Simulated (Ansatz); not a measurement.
# A small benchmark: atomisation enthalpy at 298 K

6 molecules holding Si, Ge, B, Al, Ga, P or As; the atomisation enthalpy at 298 K in kJ/mol, computed less measured. Shapes, held fixed at every level: PBE0-D4/def2-TZVP. Thermal terms are harmonic and unscaled (PBE0-D4/def2-TZVP); the spin-orbit lowering of the free atoms is taken from their spectra. Programs: Ansatz 0.2.0. Measured values: CRC Handbook of Chemistry and Physics, NIST-JANAF tables.

Levels: A = SPW92/def2-TZVPP; B = PBE0-D4/def2-TZVPP; C = MP2/def2-TZVPP.

```json
{"molecule": "BOF (fluoro(oxo)borane)", "from tabulated heats": "1501", "A": "+243", "B": "-31", "C": "+29"}
{"molecule": "SiHBr3 (SMILES Br[SiH](Br)Br)", "from tabulated heats": "1205", "A": "+303", "B": "+106", "C": "+116"}
{"molecule": "SiH3I (SMILES [SiH3]I)", "from tabulated heats": "1213", "A": "+131", "B": "-14", "C": "-28"}
{"molecule": "B(BCl2)Cl2", "from tabulated heats": "2115", "A": "+375", "B": "+52", "C": "+46"}
{"molecule": "P4S3 (tetraphosphorus trisulfide)", "from tabulated heats": "2248", "A": "+554", "B": "+19", "C": "-123"}
{"molecule": "Si(CH3)3Cl (chlorotrimethylsilane)", "from tabulated heats": "5037", "A": "+615", "B": "+6", "C": "-80"}
```

(1) Sum up the errors.

## Answers

(1) 
```tsv
level	kind	mean error	mean absolute error	worst case
SPW92/def2-TZVPP	LDA	+370.2	370.2	Si(CH3)3Cl
PBE0-D4/def2-TZVPP	global hybrid	+23.0	38.0	SiHBr3
MP2/def2-TZVPP	perturbation theory	-6.7	70.3	P4S3
```

On this set PBE0-D4/def2-TZVPP has the smallest mean absolute error and SPW92/def2-TZVPP the largest. SPW92/def2-TZVPP is too high in 6 of 6; PBE0-D4/def2-TZVPP is too high in 4 of 6. The heats of Si(CH3)3Cl come from older tables and can be uncertain by 10 kJ/mol or more. The molecules' own spin-orbit binding is left out, so errors for heavy halides read too negative. The tabulated values of BOF, SiHBr3, SiH3I, B(BCl2)Cl2, P4S3 are in doubt (older tables, estimates, or at odds with other calculations) and kept here. For SPW92/def2-TZVPP the error grows with the size of the molecule. Correlated wave functions converge slowly with the basis. For atoms past krypton def2 sets carry core potentials with scalar relativity. Relativity is left out for Br. Outer-core shells of Br, I are correlated, in sets that cover them unevenly. The set is small.

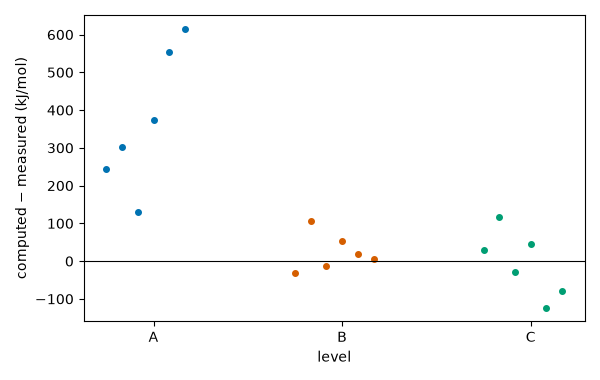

Errors of each level, one point a molecule.
